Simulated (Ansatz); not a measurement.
**AlNi+ (triplet): energies up the ladder**

Wanted for AlNi+ (triplet): energies up the ladder. Charge +1. Spin multiplicity 3.

Method: the levels named in each step, in Ansatz 0.2.0.

## 1. Starting point

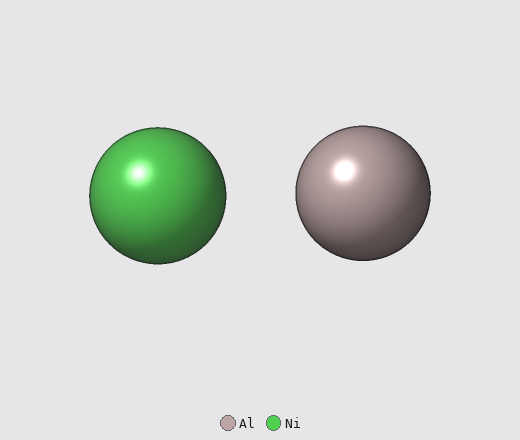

Start, viewed from a chosen angle; aluminium light grey, nickel green.

As a file:

```xyz
2

Al    0.0000    0.0000    0.0000
Ni    0.0000    0.0000    2.1958
```

## 2. A rough first relaxation, PBE-D4/def2-SVP

File input.yaml:

```yaml
crystal:
  periodic: [false, false, false]
  atoms:
    - { symbol: Al, position_ang: [0.0, 0.0, 0.0] }
    - { symbol: Ni, position_ang: [0.0, 0.0, 2.19578] }
magnetization:
  spin_polarized: true
  initial_magnetization: 2
total_charge: 1
basis:
  gaussian: { orbitals: def2-SVP }
hamiltonian:
  xc: pbe
  dispersion: d4
relax:
  f_tol: 0.03
  max_steps: 200
```

Started as:

```console
$ ansatz run input.yaml --threads 2 --pin off --max-ram 5120MiB --backend cpu --events-out ev --progress --plain --runs-dir out
```

Log, shortened:

```text
Warning: RAYON_NUM_THREADS=2 ignored (pool sized by the plan → 2); use --threads N
[...]
Functional definition: PBE
[...]
585 factors; their error is unknown
[...]
mean field -47614.00677343 eV, -1749.7824749906 hartree, gradient 2.6e-6 eV, S^2 2.010698; 10 other end points of the search recorded, 0 dependent functions left out
[...]
reference -47614.00681222 eV, -1749.7824764160 hartree; 21, 19 occupied and 28, 30 virtual orbitals, 585 factors
relax step   1: F+E_penalty+E_count = -47614.05149554 eV  Δ(F+E_penalty+E_count) = +0.000e0 eV  max|allowed force component| = 5.479e-1 eV/Å  Δτ_max = 0.0000 Å  (346 SCF iters, accepted)
[...]
relax step   3: F+E_penalty+E_count = -47614.06904642 eV  Δ(F+E_penalty+E_count) = -4.930e-3 eV  max|allowed force component| = 3.172e-2 eV/Å  Δτ_max = 0.0164 Å  (38 SCF iters, accepted)
[...]
relax step   4: F+E_penalty+E_count = -47614.06912035 eV  Δ(F+E_penalty+E_count) = -7.393e-5 eV  max|allowed force component| = 8.347e-5 eV/Å  Δτ_max = 0.0023 Å  (33 SCF iters, accepted)
585 factors; their error is unknown
[...]
mean field -47614.02369218 eV, -1749.7830967430 hartree, gradient 5.3e-6 eV, S^2 2.010817; 11 other end points of the search recorded, 0 dependent functions left out
[...]
reference -47614.02373133 eV, -1749.7830981819 hartree; 21, 19 occupied and 28, 30 virtual orbitals, 585 factors
Total energy: -47614.06915950 eV, -1749.7847676365 hartree
Atom 0 at    -0.000000     0.000000    -0.034123 Å, force    -0.000000     0.000000    -0.000083 eV/Å
Atom 1 at     0.000000    -0.000000     2.229903 Å, force     0.000000    -0.000000     0.000083 eV/Å
Dipole moment:    -0.000000    -0.000000    -0.306790 e Å
```

Wall time 14 s (2 threads of Oxide Virtual Turin-like (Zen 5), shared host); peak memory 0.14 GiB.

Relaxation path:

| step | E - E(step 1) (eV) | largest force component (eV/Å) |
| --- | --- | --- |
| 1 | 0.0000 | 0.5479 |
| 2 | -0.0126 | 0.2767 |
| 3 | -0.0175 | 0.0317 |
| 4 | -0.0176 | 0.0001 |

Step 1 is the start.

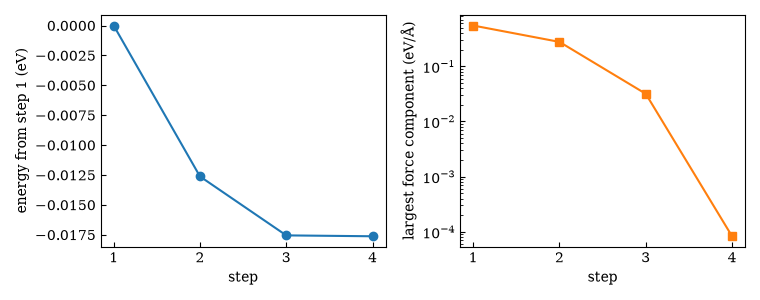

Energy and largest force along the relaxation.

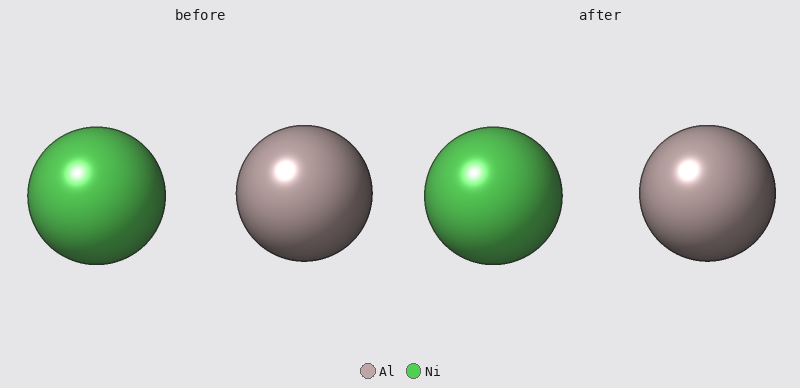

Before and after, at one scale.

Before: Bond lengths: Al1–Ni2 2.196 Å.

After: Bond lengths: Al1–Ni2 2.264 Å.

## 3. Relaxation, PBE0-D4/def2-TZVPP

File input.yaml:

```yaml
crystal:
  periodic: [false, false, false]
  atoms:
    - { symbol: Al, position_ang: [0.0, 0.0, -0.03412347] }
    - { symbol: Ni, position_ang: [0.0, 0.0, 2.22990347] }
magnetization:
  spin_polarized: true
  initial_magnetization: 2
total_charge: 1
basis:
  gaussian: { orbitals: def2-TZVPP }
hamiltonian:
  xc: pbe0
  dispersion: d4
relax:
  f_tol: 0.002
  max_steps: 150
```

Started as:

```console
$ ansatz run input.yaml --threads 2 --pin off --max-ram 5120MiB --backend cpu --events-out ev --progress --plain --runs-dir out
```

Log, shortened:

```text
Warning: RAYON_NUM_THREADS=2 ignored (pool sized by the plan → 2); use --threads N
[...]
Functional definition: PBE0
[...]
860 factors; their error is unknown
[...]
mean field -47623.20153186 eV, -1750.1203761305 hartree, gradient 3.4e-6 eV, S^2 2.012734; 2 other end points of the search recorded, 0 dependent functions left out
[...]
reference -47623.20156098 eV, -1750.1203772007 hartree; 21, 19 occupied and 85, 87 virtual orbitals, 860 factors
relax step   1: F+E_penalty+E_count = -47623.23976436 eV  Δ(F+E_penalty+E_count) = +0.000e0 eV  max|allowed force component| = 7.828e-1 eV/Å  Δτ_max = 0.0000 Å  (160 SCF iters, accepted)
[...]
relax step   4: F+E_penalty+E_count = -47623.29138157 eV  Δ(F+E_penalty+E_count) = -1.009e-3 eV  max|allowed force component| = 2.647e-3 eV/Å  Δτ_max = 0.0116 Å  (59 SCF iters, accepted)
[...]
relax step   5: F+E_penalty+E_count = -47623.29138261 eV  Δ(F+E_penalty+E_count) = -1.043e-6 eV  max|allowed force component| = 2.776e-4 eV/Å  Δτ_max = 0.0004 Å  (53 SCF iters, accepted)
860 factors; their error is unknown
[...]
mean field -47623.24867704 eV, -1750.1221086840 hartree, gradient 1.5e-6 eV, S^2 2.013118; 5 other end points of the search recorded, 0 dependent functions left out
[...]
reference -47623.24870662 eV, -1750.1221097708 hartree; 21, 19 occupied and 85, 87 virtual orbitals, 860 factors
Total energy: -47623.29141219 eV, -1750.1236791716 hartree
Atom 0 at     0.000000     0.000000    -0.109790 Å, force     0.000000     0.000000     0.000278 eV/Å
Atom 1 at    -0.000000    -0.000000     2.305570 Å, force    -0.000000     0.000000    -0.000278 eV/Å
Dipole moment:     0.000000     0.000000    -0.490241 e Å
```

It took 29 s on 2 threads of Oxide Virtual Turin-like (Zen 5), shared host; peak memory 0.35 GiB.

Relaxation path:

```
step  energy from step 1 (eV)  largest force component (eV/Å)
   1                   0.0000                          0.7828
   2                  -0.0318                          0.4411
   3                  -0.0506                          0.0860
   4                  -0.0516                          0.0026
   5                  -0.0516                          0.0003
```

Step 1 is the start.

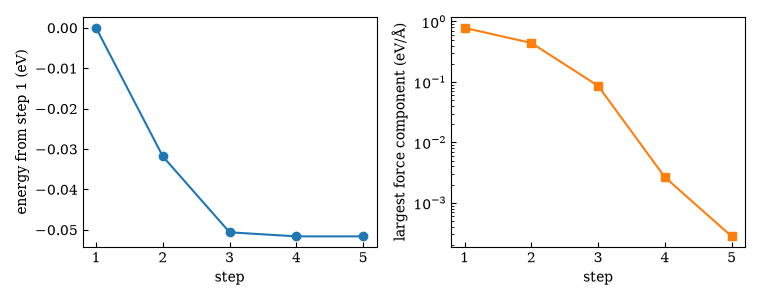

Energy and largest force along the relaxation.

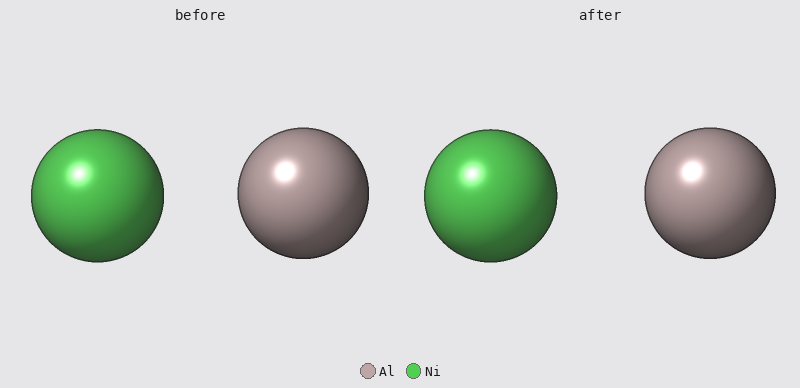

The structure before (left) and after (right) the relaxation, drawn at the same scale.

Before: Bond lengths: Al1–Ni2 2.264 Å.

After: Bond lengths: Al1–Ni2 2.415 Å.

## 4. Frequencies, PBE0-D4/def2-TZVPP

File input.yaml:

```yaml
crystal:
  periodic: [false, false, false]
  atoms:
    - { symbol: Al, position_ang: [0.0, 0.0, -0.10979018] }
    - { symbol: Ni, position_ang: [0.0, 0.0, 2.30557018] }
magnetization:
  spin_polarized: true
  initial_magnetization: 2
total_charge: 1
basis:
  gaussian: { orbitals: def2-TZVPP }
hamiltonian:
  xc: pbe0
  dispersion: d4
phonons: {}
```

Started as:

```console
$ ansatz run input.yaml --threads 2 --pin off --max-ram 5120MiB --backend cpu --events-out ev --progress --plain --runs-dir out
```

Log, shortened:

```text
Warning: RAYON_NUM_THREADS=2 ignored (pool sized by the plan → 2); use --threads N
[...]
[... 1 set-up line as earlier in the session ...]
[...]
860 factors; their error is unknown
[...]
mean field -47623.24867734 eV, -1750.1221086950 hartree, gradient 4.1e-6 eV, S^2 2.013118; 4 other end points of the search recorded, 0 dependent functions left out
[...]
reference -47623.24870692 eV, -1750.1221097818 hartree; 21, 19 occupied and 85, 87 virtual orbitals, 860 factors
[...]
860 factors; their error is unknown
mean field -47623.24867727 eV, -1750.1221086923 hartree, gradient 1.6e-6 eV, S^2 2.013118; 0 other end points of the search recorded, 0 dependent functions left out
[...]
reference -47623.24870684 eV, -1750.1221097791 hartree; 21, 19 occupied and 85, 87 virtual orbitals, 860 factors
[...]
860 factors; their error is unknown
[...]
reference -47623.24870684 eV, -1750.1221097791 hartree; 21, 19 occupied and 85, 87 virtual orbitals, 860 factors
[...]
860 factors; their error is unknown
mean field -47623.24852387 eV, -1750.1221030550 hartree, gradient 2.9e-6 eV, S^2 2.013125; 0 other end points of the search recorded, 0 dependent functions left out
[...]
reference -47623.24855345 eV, -1750.1221041421 hartree; 21, 19 occupied and 85, 87 virtual orbitals, 860 factors
[...]
860 factors; their error is unknown
mean field -47623.24880692 eV, -1750.1221134568 hartree, gradient 2.3e-6 eV, S^2 2.013111; 0 other end points of the search recorded, 0 dependent functions left out
[...]
reference -47623.24883648 eV, -1750.1221145433 hartree; 21, 19 occupied and 85, 87 virtual orbitals, 860 factors
Total energy: -47623.29141249 eV, -1750.1236791826 hartree
Atom 0 at     0.000000     0.000000    -0.109790 Å, force     0.000000    -0.000000     0.000279 eV/Å
Atom 1 at     0.000000     0.000000     2.305570 Å, force    -0.000000     0.000000    -0.000279 eV/Å
Dipole moment:    -0.000000     0.000000    -0.490241 e Å
Vibrations: 237.09 cm⁻¹, zero-point energy 0.014697 eV
```

Wall time 24 s (2 threads of Oxide Virtual Turin-like (Zen 5), shared host); peak memory 0.32 GiB.

Harmonic frequencies (cm⁻¹; negative: imaginary): 237.

## 5. Single point, PBE-D4/def2-TZVPP

input.yaml, as its differences from that of step 4:

```diff
@@ -12,4 +12,3 @@
 hamiltonian:
-  xc: pbe0
+  xc: pbe
   dispersion: d4
-phonons: {}
```

Started as:

```console
$ ansatz run input.yaml --threads 2 --pin off --max-ram 5120MiB --backend cpu --events-out ev --progress --plain --runs-dir out
```

Log, shortened:

```text
Warning: RAYON_NUM_THREADS=2 ignored (pool sized by the plan → 2); use --threads N
[...]
[... 1 set-up line as earlier in the session ...]
[...]
752 factors; their error is unknown
[...]
mean field -47622.82664035 eV, -1750.1065991218 hartree, gradient 8.8e-6 eV, S^2 2.007846; 11 other end points of the search recorded, 0 dependent functions left out
reference -47622.82667932 eV, -1750.1066005537 hartree; 21, 19 occupied and 85, 87 virtual orbitals, 752 factors
Total energy: -47622.87735340 eV, -1750.1084627919 hartree
```

Wall time 12 s (2 threads of Oxide Virtual Turin-like (Zen 5), shared host); peak memory 0.22 GiB.

## 6. Single point, r2SCAN-D4/def2-TZVPP

input.yaml, as its differences from that of step 5:

```diff
@@ -12,3 +12,3 @@
 hamiltonian:
-  xc: pbe
+  xc: r2scan
   dispersion: d4
```

Started as:

```console
$ ansatz run input.yaml --threads 2 --pin off --max-ram 5120MiB --backend cpu --events-out ev --progress --plain --runs-dir out
```

Log, shortened:

```text
Warning: RAYON_NUM_THREADS=2 ignored (pool sized by the plan → 2); use --threads N
[...]
Functional definition: r2SCAN
[...]
752 factors; their error is unknown
[...]
mean field -47631.51687219 eV, -1750.4259592512 hartree, gradient 1.2e-6 eV, S^2 2.020501; 15 other end points of the search recorded, 0 dependent functions left out
reference -47631.51688968 eV, -1750.4259598941 hartree; 21, 19 occupied and 85, 87 virtual orbitals, 752 factors
Total energy: -47631.52548011 eV, -1750.4262755867 hartree
```

Run time: 33 s. Hardware: 2 threads of Oxide Virtual Turin-like (Zen 5), shared host; peak memory 0.27 GiB.

## 7. Single point, B3LYP-D4/def2-TZVPP

input.yaml, as its differences from that of step 6:

```diff
@@ -12,3 +12,3 @@
 hamiltonian:
-  xc: r2scan
+  xc: { name: B3LYP }
   dispersion: d4
```

Started as:

```console
$ ansatz run input.yaml --threads 2 --pin off --max-ram 5120MiB --backend cpu --events-out ev --progress --plain --runs-dir out
```

Log:

```text
Warning: RAYON_NUM_THREADS=2 ignored (pool sized by the plan → 2); use --threads N
Engine: ansatz 0.2.0, x86_64-unknown-linux-gnu
Functional definition: B3LYP
  parameter a0 = 0.2
  parameter ax = 0.72
  parameter ac = 0.81
  exchange = (1 - a0 - ax)*slater_x + ax*b88_x + a0*exact_x
  correlation = (1 - ac)*vwn_rpa_c + ac*lyp_c
823 factors; their error is unknown
mean field evaluation 1: about -47560.9722 eV, gradient 1.9e2 eV
mean field evaluation 2: about -46511.3771 eV, gradient 4.4e2 eV
mean field evaluation 4: about -46711.8326 eV, gradient 3.1e2 eV
mean field evaluation 8: about -47590.9457 eV, gradient 9.9e1 eV
mean field evaluation 16: about -47634.5135 eV, gradient 2.3e0 eV
mean field evaluation 32: about -47634.7513 eV, gradient 2.1e-5 eV
mean field evaluation 64: about -47634.5391 eV, gradient 8.0e0 eV
mean field -47634.75128704 eV, -1750.5448218046 hartree, gradient 3.2e-6 eV, S^2 2.008729; 3 other end points of the search recorded, 0 dependent functions left out
reference -47634.75148006 eV, -1750.5448288980 hartree; 21, 19 occupied and 85, 87 virtual orbitals, 823 factors
Total energy: -47634.83701227 eV, -1750.5479721487 hartree
```

Run time: 8.7 s. Hardware: 2 threads of Oxide Virtual Turin-like (Zen 5), shared host; peak memory 0.3 GiB.

## 8. Single point, wB97M-V/def2-TZVPP

input.yaml, as its differences from that of step 7:

```diff
@@ -12,3 +12,2 @@
 hamiltonian:
-  xc: { name: B3LYP }
-  dispersion: d4
+  xc: { name: wB97M-V }
```

Started as:

```console
$ ansatz run input.yaml --threads 2 --pin off --max-ram 5120MiB --backend cpu --events-out ev --progress --plain --runs-dir out
```

Log, shortened:

```text
Warning: RAYON_NUM_THREADS=2 ignored (pool sized by the plan → 2); use --threads N
[...]
Functional definition: wB97M-V
[...]
  gx(w, u) = 1 - cx + cx01*u + cx10*w
  gss(w, u) = css00 + css04*u^4 + css10*w + css20*w^2 + css43*w^4*u^3
  gos(w, u) = cos00 + cos10*w + (cos20 + cos21*u)*w^2 + (cos60 + cos61*u)*w^6
[...]
      + integral(e_c_pw_mod_opposite_spin*gos(b97_w_opposite, b97_u_opposite)) + vv10(b, c)
802 factors; their error is unknown
125 factors; integrals over basis functions are off by at most 5.7e-5 eV
[...]
mean field -47630.22535188 eV, -1750.3784967552 hartree, gradient 1.3e-5 eV, S^2 2.009035; 2 other end points of the search recorded, 0 dependent functions left out
reference -47630.22539080 eV, -1750.3784981856 hartree; 21, 19 occupied and 85, 87 virtual orbitals, 802 factors
Total energy: -47630.22539080 eV, -1750.3784981856 hartree
```

Wall time 15 s (2 threads of Oxide Virtual Turin-like (Zen 5), shared host); peak memory 0.42 GiB.

## 9. Single point, B2PLYP/def2-TZVPP

input.yaml, as its differences from that of step 8:

```diff
@@ -12,2 +12,2 @@
 hamiltonian:
-  xc: { name: wB97M-V }
+  xc: { name: B2PLYP }
```

Started as:

```console
$ ansatz run input.yaml --threads 2 --pin off --max-ram 5120MiB --backend cpu --events-out ev --progress --plain --runs-dir out
```

Log, shortened:

```text
Warning: RAYON_NUM_THREADS=2 ignored (pool sized by the plan → 2); use --threads N
[...]
Functional definition: B2PLYP
[...]
710 factors; integrals over basis functions are off by at most 1.2e-3 eV
[...]
mean field -47618.08230878 eV, -1749.9322481520 hartree, gradient 8.8e-6 eV, S^2 2.017130; 6 other end points of the search recorded, 0 dependent functions left out
10 core orbitals not correlated, not the lowest: weight in the atoms' cores, before any rotation towards them, 1.000 or more for the frozen orbitals, at most 0.000 for the correlated occupied ones
reference -47618.08242982 eV, -1749.9322526004 hartree; 11, 9 occupied and 85, 87 virtual orbitals, 710 factors
second order -25.86792890 eV of doubles, -0.00000000 eV of singles
Total energy: -47625.06677062 eV, -1750.1889223907 hartree
```

It took 11 s on 2 threads of Oxide Virtual Turin-like (Zen 5), shared host; peak memory 0.33 GiB.

## 10. Single point, LDA/def2-TZVPP

input.yaml, as its differences from that of step 9:

```diff
@@ -12,2 +12,2 @@
 hamiltonian:
-  xc: { name: B2PLYP }
+  xc: lda
```

Started as:

```console
$ ansatz run input.yaml --threads 2 --pin off --max-ram 5120MiB --backend cpu --events-out ev --progress --plain --runs-dir out
```

Log, shortened:

```text
Warning: RAYON_NUM_THREADS=2 ignored (pool sized by the plan → 2); use --threads N
[...]
Functional definition: SPW92
[...]
752 factors; their error is unknown
[...]
mean field -47531.78103487 eV, -1746.7607348329 hartree, gradient 2.4e-6 eV, S^2 2.004485; 14 other end points of the search recorded, 0 dependent functions left out
reference -47531.78106787 eV, -1746.7607360457 hartree; 21, 19 occupied and 85, 87 virtual orbitals, 752 factors
Total energy: -47531.78106787 eV, -1746.7607360457 hartree
```

Wall time 6.2 s (2 threads of Oxide Virtual Turin-like (Zen 5), shared host); peak memory 0.22 GiB.

## 11. Single point, PBE0-D4/def2-SVP

input.yaml, as its differences from that of step 10:

```diff
@@ -10,4 +10,5 @@
 basis:
-  gaussian: { orbitals: def2-TZVPP }
+  gaussian: { orbitals: def2-SVP }
 hamiltonian:
-  xc: lda
+  xc: pbe0
+  dispersion: d4
```

Started as:

```console
$ ansatz run input.yaml --threads 2 --pin off --max-ram 5120MiB --backend cpu --events-out ev --progress --plain --runs-dir out
```

Log:

```text
Warning: RAYON_NUM_THREADS=2 ignored (pool sized by the plan → 2); use --threads N
[... 2 set-up lines as earlier in the session ...]
  parameter a = 0.25
  parameter kappa = 0.804
  parameter beta = 0.06672455060314922
  exchange = (1 - a)*pbe_x(kappa = kappa, mu = beta*pi^2/3) + a*exact_x
  correlation = pbe_c(beta = beta)
490 factors; integrals over basis functions are off by at most 1.2e-3 eV
mean field evaluation 1: about -47554.7022 eV, gradient 1.2e2 eV
mean field evaluation 2: about -46668.0356 eV, gradient 3.0e2 eV
mean field evaluation 4: about -47267.1448 eV, gradient 2.3e2 eV
mean field evaluation 8: about -47599.0967 eV, gradient 3.5e1 eV
mean field evaluation 16: about -47614.2922 eV, gradient 9.4e0 eV
mean field evaluation 32: about -47614.5078 eV, gradient 5.5e-1 eV
mean field -47614.62060483 eV, -1749.8050328784 hartree, gradient 1.4e-5 eV, S^2 2.014596; 2 other end points of the search recorded, 0 dependent functions left out
reference -47614.62063483 eV, -1749.8050339809 hartree; 21, 19 occupied and 28, 30 virtual orbitals, 490 factors
Total energy: -47614.66334040 eV, -1749.8066033817 hartree
```

It took 2.3 s on 2 threads of Oxide Virtual Turin-like (Zen 5), shared host; peak memory 0.13 GiB.

## 12. Single point, PBE-D4/def2-SVP

input.yaml, as its differences from that of step 11:

```diff
@@ -12,3 +12,3 @@
 hamiltonian:
-  xc: pbe0
+  xc: pbe
   dispersion: d4
```

Started as:

```console
$ ansatz run input.yaml --threads 2 --pin off --max-ram 5120MiB --backend cpu --events-out ev --progress --plain --runs-dir out
```

Log, shortened:

```text
Warning: RAYON_NUM_THREADS=2 ignored (pool sized by the plan → 2); use --threads N
[...]
[... 1 set-up line as earlier in the session ...]
[...]
585 factors; their error is unknown
[...]
mean field -47613.96103885 eV, -1749.7807942757 hartree, gradient 1.3e-5 eV, S^2 2.010282; 11 other end points of the search recorded, 0 dependent functions left out
reference -47613.96107884 eV, -1749.7807957455 hartree; 21, 19 occupied and 28, 30 virtual orbitals, 585 factors
Total energy: -47614.01175293 eV, -1749.7826579837 hartree
```

It took 4.5 s on 2 threads of Oxide Virtual Turin-like (Zen 5), shared host; peak memory 0.13 GiB.

## 13. Geometries side by side

```
             level  Al1–Ni2 (Å)  rotational constants (MHz)  highest frequency (cm⁻¹)  CPU time
PBE0-D4/def2-TZVPP       2.4154                      4705.8                       237      55 s
```

Constants are for the commonest isotopes at the equilibrium geometry; times are CPU times of the relaxations.

## 14. Total energies

```csv
level,energy (eV),CPU time
PBE-D4/def2-TZVPP,-47622.8774,22 s
r2SCAN-D4/def2-TZVPP,-47631.5255,64 s
B3LYP-D4/def2-TZVPP,-47634.8370,16 s
wB97M-V/def2-TZVPP,-47630.2254,28 s
B2PLYP/def2-TZVPP,-47625.0668,21 s
LDA/def2-TZVPP,-47531.7811,11 s
PBE0-D4/def2-SVP,-47614.6633,4 s
PBE-D4/def2-SVP,-47614.0118,8 s
```

## 15. Results

| quantity | value |
| --- | --- |
| Al1–Ni2 at PBE0-D4/def2-TZVPP | 2.415 Å |
| frequencies at PBE0-D4/def2-TZVPP | 237 cm⁻¹ |
| energy at PBE-D4/def2-SVP | -47614.012 eV |

No mode is imaginary, so the geometry is a minimum. These totals serve in differences with atoms or fragments at the same level; alone they don't rank the methods.
